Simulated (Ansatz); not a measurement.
# HfB2 (P6/mmm): modes against biaxial strain in the (0001) plane, that of a and b, part 2 of 3

Wanted: the shifts of the zone-centre modes of HfB2 (P6/mmm) with strain.

Ansatz 0.2.0; DFT PBEsol, scalar-relativistic, plane waves, PAW; PAW set soft_1.

So far. Step 3 (Tight relaxation): The forces vanish by symmetry and the pressure is -0.001 GPa, within the tolerances set. The cell now holds 9.73 Å³/atom.

## Step 4: Modes at rest

Phonons follow from the second derivative of the energy, found here by linear response.

The modes at rest are the reference of the series.

input.yaml reads:

```yaml
crystal:
  lattice:
    - [3.1271564262, 0.0, 0.0]
    - [-1.5635782131, 2.7081969067, 0.0]
    - [0.0, 0.0, 3.4471990214]
  atoms:
    - { symbol: B, position: [0.3333333333, 0.6666666667, 0.5] }
    - { symbol: B, position: [0.6666666667, 0.3333333333, 0.5] }
    - { symbol: Hf, position: [0.0, 0.0, 0.0] }
kpoints:
  mp_grid: { grid: [15, 15, 12] }
hamiltonian:
  xc: pbesol
  pseudopotentials: { kind: paw, azcp: { folder: soft_1 }, xc_functional: pbe }
scf:
  occupations: { method: methfessel_paxton, width: 0.2 }
output:
  eigenvalues: true
phonons:
  method: dfpt
```

Launch:

```sh
$ ansatz run input.yaml --threads 4 --pin off --max-ram 10240MiB --backend cpu --events-out ev --progress --plain --runs-dir out
```

Numbers of over 12 decimals in the logs are rounded to 6 here.

What it wrote:

```text
zone centre: on kpoints.mp_grid the ground state, and the responses unless they are solved on pairs of k-points, stand on 448 of the mesh's 2700 k-points, reduced under 4 symmetry operations, with k and −k counted as one. Each operation leaves every solved displacement unchanged or reverses it
[...]
Crystal: 3 atoms, lattice volume = 29.194 Å³
Basis set: ecut = 420 eV, 563 PW (Γ), exchange–correlation on 48×48×48 points (8 copies of the dense FFT grid, shifted against one another)
Bands: 20, of which v1, the nominal top of the filled ones, is band 16 counted from 1 (15 counted from 0)
Symmetry: 24 space group operations
k-points: 448 of 2700 (irreducible under 4 space group operations, time reversal used)
[...]
SCF iter   1: F=—  HF=-15907.975106 eV  |F-HF|=—  |Δ(HF+E_count)|=         —  Δρ=6.48e-2  dr2=1.90e0  ethr=3.10e-3  ⟨swp⟩=4.1  Hψ=34927  notcnv=0
[...]
SCF iter  10: F=-15907.383233 eV  HF=-15907.383233 eV  |F-HF|=7.28e-12  |Δ(HF+E_count)|=  5.46e-12  S|Δr|=    0.00e0  Δρ=1.54e-8  dr2=6.07e-14  ethr=1.00e-12  ⟨swp⟩=5.4  Hψ=40170  notcnv=0
the search or the solves at the SCF's close seem to have found levels that the self-consistency loop had missed (the run counts 3). By its estimate they hold under 1e-12 electrons; where the run keeps them, the occupations were computed again with them
SCF 1 converged in 10 iterations: F = -15907.383233 eV  dr2 = 6.07e-14
[...]
DFPT response loops at Γ: preconditioner auto → Kerker (q_TF=auto, 2.770 Å⁻¹) (partly filled bands, converged f_vac=0.000); β = 1.00, the filter's whole step (`scf.mixing.beta` (0.50) is not read by the response loops under this deck's `scf.mixing.preconditioner`; to damp them name `kerker` or `kerker_dos`, under which they read `scf.mixing.beta`, and type it under 1.00, their step now; both keys bind the ground state too); Broyden in place of MSR1
SCF converged after 10 iterations
[...]
Free energy (F): -15907.383233 eV
[...]
Internal energy: -15907.383642 eV  (E = F + TS)
E sigma→0 (E₀):  -15907.383335 eV
Entropy (-TS):   0.000409 eV (0.136 meV/atom)
Fermi energy:    19.422278 eV
[...]
--- Band table (eV; the first three rows and the last of 448) ---
  k-point 0: bands = [... 12 lower, 16.3324, 16.4234, 16.4234, 16.7511, 23.4497, 23.4497, 24.1758, 24.1758]
  k-point 1: bands = [... 12 lower, 15.4580, 16.4973, 16.4973, 17.5857, 22.5962, 22.5962, 23.9264, 23.9264]
  k-point 2: bands = [... 12 lower, 14.3692, 16.7158, 16.7158, 18.5817, 21.5719, 21.5719, 23.2727, 23.2727]
  k-point 447: bands = [... 12 lower, 12.1089, 14.2656, 14.8962, 16.4465, 23.5188, 24.6219, 24.8703, 26.0812]
--- Phonons (Γ-DFPT): 4 representative perturbations + reference, on 448 of 2700 k-points (Σ response iterations 12) ---
  k mesh reduced under 4 symmetry operations, with k and −k counted as one. Each operation leaves every solved displacement unchanged or reverses it
  ASR residual: 6.963e-6 → 0.000e0 eV/Å²; symmetrization residual: 9.068e-7 eV/Å²
  ASR residual per site (eV/Å²): 6.96e-6 6.96e-6 4.95e-6
  Γ frequencies (cm⁻¹): 0.00 0.00 0.00 450.37 450.37 477.01 559.03 820.70 820.70
  non-analytic LO–TO correction: not included (Born effective charges unavailable; polar crystals: no LO–TO splitting at Γ)
```

The job ended after 38 s (4 threads of Arm Neoverse V1, shared host; peak memory 1.1 GiB; 2.2 min of CPU time).

Numbers from this step:

- sum-rule residual before enforcement: 6.96e-6 eV/Å²
- point group: 6/mmm
- highest optical mode at the zone centre (no LO-TO term): 820.7 cm⁻¹
- lowest optical zone-centre mode: 450.4 cm⁻¹

Patterns of degenerate modes are one choice out of their space. The modes at Γ (shares of kinetic energy by element, %):

```
mode  frequency (cm⁻¹)  symmetry  B %  Hf %
   1               0.0  acoustic   11    89
   2               0.0  acoustic   11    89
   3               0.0  acoustic   11    89
   4             450.4       E1u   89    11
   5             450.4       E1u   89    11
   6             477.0       A2u   89    11
   7             559.0       B1g  100     0
   8             820.7       E2g  100     0
   9             820.7       E2g  100     0
```

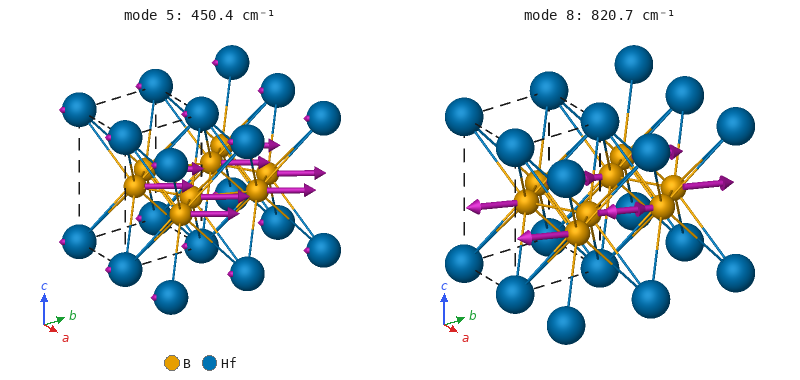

Displacement patterns of modes 5 and 8 at Γ; arrows are exaggerated. 2×2×1 cells are drawn. Some periodic images of atoms are drawn too.

Before it was imposed, the acoustic sum rule was missed by 7.0e-6 eV/Å². Small misses are needed for a sound result but don't prove that mesh and cutoff are converged. The lowest optical mode is real, 450 cm⁻¹.

## Step 5: A member of the series: biaxial strain of +4 % in the (0001) plane, that of a and b

The cell takes a biaxial strain of +4 % in the (0001) plane, that of a and b. The strained lengths are held, while the rest of the cell and the atoms relax.

input.yaml, the sections that differ from step 4:

```yaml
crystal:
  lattice:
    - [3.2522426833, 0.0, 0.0]
    - [-1.6261213416, 2.816524783, 0.0]
    - [0.0, 0.0, 3.3901848342]
  atoms:
    - { symbol: B, position: [0.3333333333, 0.6666666667, 0.5] }
    - { symbol: B, position: [0.6666666667, 0.3333333333, 0.5] }
    - { symbol: Hf, position: [0.0, 0.0, 0.0] }
output:
  forces: true
  stress: true
  eigenvalues: true
relax:
  adjacent_minimum: "off"
  f_tol: 0.001
  max_steps: 60
  cell: { stress_tol: 0.01, fix: [a, b, gamma] }
# kpoints, hamiltonian, scf: as in step 4
# phonons: removed
```

What it wrote:

```text
[...]
Crystal: 3 atoms, lattice volume = 31.054 Å³
Basis set: ecut = 420 eV, 623 PW (Γ), exchange–correlation on 48×48×48 points (8 copies of the dense FFT grid, shifted against one another)
Bands: 20, of which v1, the nominal top of the filled ones, is band 16 counted from 1 (15 counted from 0)
Symmetry: 24 space group operations
[...]
k-points: 189 of 2700
[...]
--- Relaxed structure (5 steps of the walk, 5 accepted, 2 SCFs on fresh bases) ---
[...]
cell:  # Å, volume = 30.8859 Å³
    - [3.252243, -2.8867515555290533e-11, 0.0]
    - [-1.626121, 2.816525, 0.0]
    - [0.0, 0.0, 3.371818]
  atoms:
    - { symbol: B, position: [0.333333, 0.666667, 0.5] }
    - { symbol: B, position: [0.666667, 0.333333, 0.5] }
    - { symbol: Hf, position: [0, 0, 0.0] }
[key lines of the parts left out:]
SCF converged after 4 iterations
Free energy (F): -15907.219771 eV
Fermi energy:    18.365143 eV
P = ⅓ Tr σ = -14.0343 GPa (-140.343 kbar)
```

Wall time 15 s (4 threads); peak memory 0.43 GiB; 51 s of CPU time.

Relaxation path:

```
step  energy less that of the first step (eV)  largest force component (eV/Å)  pressure (GPa)  volume (Å³)
   1                                   0.0000                          0.0000          -15.12        31.05
   2                                  -0.0004                          0.0000          -13.01        30.74
   3                                  -0.0013                          0.0000          -14.05        30.89
   4                                  -0.0013                          0.0000          -14.03        30.89
  5*                                  -0.0012                          0.0000          -14.04        30.89
   6                                  -0.0012                          0.0000          -14.03        30.89
  7*                                  -0.0012                          0.0000          -14.03        30.89
```

Relaxation steps marked * repeat the geometry before them on a plane-wave basis chosen anew for their cell, so energy and pressure can jump there.

Forces are held to the 24 operations that the run works with; a distortion that breaks them can't arise in this run.

```
conventional cell, symmetrised  before  after  change
                         a (Å)   3.252  3.252  +0.0 %
                         b (Å)   3.252  3.252  +0.0 %
                         c (Å)   3.390  3.372  -0.5 %
              volume (Å³/atom)   10.35  10.30  -0.5 %
```

The relaxed structure:

```xyz
3
Lattice="3.2522 0.0000 0.0000 -1.6261 2.8165 0.0000 0.0000 0.0000 3.3718" Properties=species:S:1:pos:R:3 pbc="T T T"
B     0.0000    1.8777    1.6859
B     1.6261    0.9388    1.6859
Hf    0.0000    0.0000    0.0000
```

This step gave:

* pressure: -14.03 GPa
* volume per atom: 10.30 Å³

The forces vanish by symmetry.

## Step 6: Zone-centre modes of the member: biaxial strain of +4 % in the (0001) plane, that of a and b

The zone-centre modes follow for biaxial strain of +4 % in the (0001) plane, that of a and b.

input.yaml, the sections that differ from step 5:

```yaml
crystal:
  lattice:
    - [3.2522426833, 0.0, 0.0]
    - [-1.6261213416, 2.816524783, 0.0]
    - [0.0, 0.0, 3.3718184499]
  atoms:
    - { symbol: B, position: [0.3333333333, 0.6666666667, 0.5] }
    - { symbol: B, position: [0.6666666667, 0.3333333333, 0.5] }
    - { symbol: Hf, position: [0.0, 0.0, 0.0] }
output:
  eigenvalues: true
phonons:
  method: dfpt
# kpoints, hamiltonian, scf: as in step 5
# relax: removed
```

What it wrote:

```text
[...]
Crystal: 3 atoms, lattice volume = 30.886 Å³
Basis set: ecut = 420 eV, 623 PW (Γ), exchange–correlation on 48×48×48 points (8 copies of the dense FFT grid, shifted against one another)
Bands: 20, of which v1, the nominal top of the filled ones, is band 16 counted from 1 (15 counted from 0)
Symmetry: 24 space group operations
k-points: 448 of 2700 (irreducible under 4 space group operations, time reversal used)
[...]
SCF iter   1: F=—  HF=-15907.669138 eV  |F-HF|=—  |Δ(HF+E_count)|=         —  Δρ=5.59e-2  dr2=1.47e0  ethr=3.10e-3  ⟨swp⟩=4.5  Hψ=35400  notcnv=0
[...]
SCF iter  10: F=-15907.219771 eV  HF=-15907.219771 eV  |F-HF|=7.28e-12  |Δ(HF+E_count)|=  9.09e-12  S|Δr|=    0.00e0  Δρ=2.99e-8  dr2=1.77e-13  ethr=1.00e-12  ⟨swp⟩=7.0  Hψ=47901  notcnv=0
SCF 1 converged in 10 iterations: F = -15907.219771 eV  dr2 = 1.77e-13
[...]
SCF converged after 10 iterations
[...]
Free energy (F): -15907.219771 eV
[...]
Internal energy: -15907.219344 eV  (E = F + TS)
E sigma→0 (E₀):  -15907.219664 eV
Entropy (-TS):   -0.000428 eV (-0.143 meV/atom)
Fermi energy:    18.365143 eV
[...]
--- Band table (eV; the first three rows and the last of 448) ---
  k-point 0: bands = [... 12 lower, 15.0581, 15.0581, 15.6800, 16.2128, 22.1135, 22.1135, 22.1808, 22.7388]
  k-point 1: bands = [... 12 lower, 14.8413, 15.1357, 15.1357, 17.0032, 21.0906, 21.0906, 22.2057, 23.0661]
  k-point 2: bands = [... 12 lower, 13.7335, 15.3655, 15.3655, 18.0114, 20.0076, 20.0076, 22.2784, 22.3434]
  k-point 447: bands = [... 12 lower, 11.1091, 13.3896, 13.8051, 15.3496, 22.6769, 22.7354, 23.5364, 24.7704]
[...]
ASR residual: 1.884e-5 → 0.000e0 eV/Å²; symmetrization residual: 6.274e-7 eV/Å²
  ASR residual per site (eV/Å²): 4.05e-6 4.05e-6 1.88e-5
  Γ frequencies (cm⁻¹): 0.00 0.00 0.00 428.83 428.83 452.74 507.26 643.96 643.96
[...]
```

It took 41 s on 4 threads; peak memory 1.2 GiB.

Numbers from this step:

| Item | Value |
| --- | --- |
| sum-rule residual before enforcement | 1.88e-5 eV/Å² |
| highest optical mode at the zone centre (no LO-TO term) | 644.0 cm⁻¹ |
| lowest optical zone-centre mode | 428.8 cm⁻¹ |

Patterns of degenerate modes are one choice out of their space. Modes at Γ, with each element's share of the kinetic energy:

```
mode  frequency (cm⁻¹)  symmetry  B %  Hf %
   1               0.0  acoustic   11    89
   2               0.0  acoustic   11    89
   3               0.0  acoustic   11    89
   4             428.8       E1u   89    11
   5             428.8       E1u   89    11
   6             452.7       A2u   89    11
   7             507.3       B1g  100     0
   8             644.0       E2g  100     0
   9             644.0       E2g  100     0
```

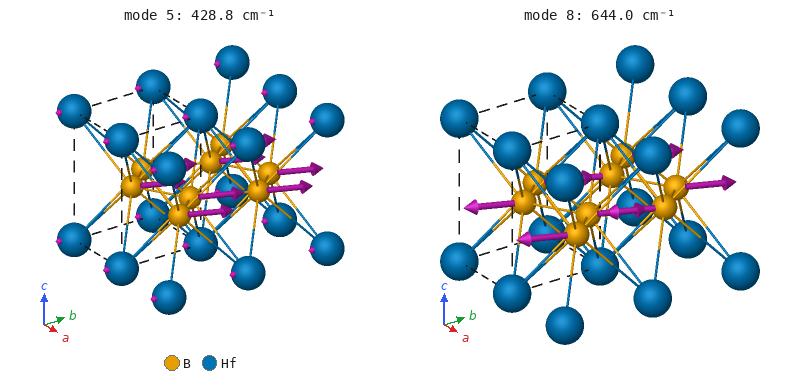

Displacement patterns of modes 5 and 8 at Γ; arrows are exaggerated. 2×2×1 cells are drawn. Some periodic images of atoms are drawn too.

The lowest optical mode is real, 429 cm⁻¹, and the highest lies at 644.0 cm⁻¹.

For the highest optical mode at the zone centre (no LO-TO term), step 4 gave 821 cm⁻¹; this run, with strain 4 %, gives 644 cm⁻¹ (-22 %).

## Step 7: Relaxation of a member: biaxial strain of -4 % in the (0001) plane, that of a and b

The cell takes a biaxial strain of -4 % in the (0001) plane, that of a and b. The strained lengths are held, while the rest of the cell and the atoms relax.

input.yaml, the sections that differ from step 6:

```yaml
crystal:
  lattice:
    - [3.002070169, 0.0, 0.0]
    - [-1.5010350845, 2.5998690303, 0.0]
    - [0.0, 0.0, 3.5052897155]
  atoms:
    - { symbol: B, position: [0.3333333333, 0.6666666667, 0.5] }
    - { symbol: B, position: [0.6666666667, 0.3333333333, 0.5] }
    - { symbol: Hf, position: [0.0, 0.0, 0.0] }
output:
  forces: true
  stress: true
  eigenvalues: true
relax:
  adjacent_minimum: "off"
  f_tol: 0.001
  max_steps: 60
  cell: { stress_tol: 0.01, fix: [a, b, gamma] }
# kpoints, hamiltonian, scf: as in step 6
# phonons: removed
```

What it wrote:

```text
[...]
Crystal: 3 atoms, lattice volume = 27.359 Å³
Basis set: ecut = 420 eV, 527 PW (Γ), exchange–correlation on 48×48×48 points (8 copies of the dense FFT grid, shifted against one another)
Bands: 20, of which v1, the nominal top of the filled ones, is band 16 counted from 1 (15 counted from 0)
Symmetry: 24 space group operations
[...]
k-points: 189 of 2700
[...]
k-point 188: bands = [... 12 lower, 11.3125, 14.7602, 17.5439, 17.5439, 24.7237, 27.0422, 27.8026, 27.8026]
--- Relaxed structure (5 steps of the walk, 5 accepted, 2 SCFs on fresh bases) ---
[...]
cell:  # Å, volume = 27.5127 Å³
    - [3.002070, 0, 0]
    - [-1.501035, 2.599869, 0]
    - [0, 0, 3.525013]
  atoms:
    - { symbol: B, position: [0.333333, 0.666667, 0.500000] }
    - { symbol: B, position: [0.666667, 0.333333, 0.500000] }
    - { symbol: Hf, position: [0, 0, 0] }
[key lines of the parts left out:]
SCF converged after 5 iterations
Free energy (F): -15907.186170 eV
Fermi energy:    20.541192 eV
P = ⅓ Tr σ = 19.2151 GPa (192.151 kbar)
```

Run time: 15 s. Hardware: 4 threads; peak memory 0.42 GiB; 51 s of CPU time.

The steps of the relaxation:

```
step  energy less that of the first step (eV)  largest force component (eV/Å)  pressure (GPa)  volume (Å³)
   1                                   0.0000                          0.0000           20.87        27.36
   2                                  -0.0009                          0.0000           18.45        27.58
   3                                  -0.0013                          0.0000           19.20        27.51
   4                                  -0.0013                          0.0000           19.22        27.51
  5*                                  -0.0014                          0.0000           19.22        27.51
   6                                  -0.0014                          0.0000           19.22        27.51
  7*                                  -0.0014                          0.0000           19.22        27.51
```

Relaxation steps marked * repeat the geometry before them on a plane-wave basis chosen anew for their cell, so energy and pressure can jump there.

The run keeps the 24 symmetry operations that it works with, so distortions that break them were not tested.

```
conventional cell, symmetrised  before  after  change
                         a (Å)   3.002  3.002  -0.0 %
                         b (Å)   3.002  3.002  -0.0 %
                         c (Å)   3.505  3.525  +0.6 %
              volume (Å³/atom)    9.12   9.17  +0.6 %
```

Final coordinates:

```xyz
3
Lattice="3.0021 0.0000 0.0000 -1.5010 2.5999 0.0000 0.0000 0.0000 3.5250" Properties=species:S:1:pos:R:3 pbc="T T T"
B     0.0000    1.7332    1.7625
B     1.5010    0.8666    1.7625
Hf    0.0000    0.0000    0.0000
```

This step gave:

```yaml
pressure: 19.22 GPa
volume_per_atom: 9.171 Å³
```

The forces vanish by symmetry.

The cell grew by 0.6 % in volume.

(Part 2 of 3 ends here.)

[Logs are printed without paths, hosts, clocks, repeated set-up lines and the standing remarks that a program may print on its own settings, such as how far it seeks lower states.]

[Hosts, paths, dates, database ids (printed as entryN), source tags and the programs' standing remarks are cut or masked in the printed files.]
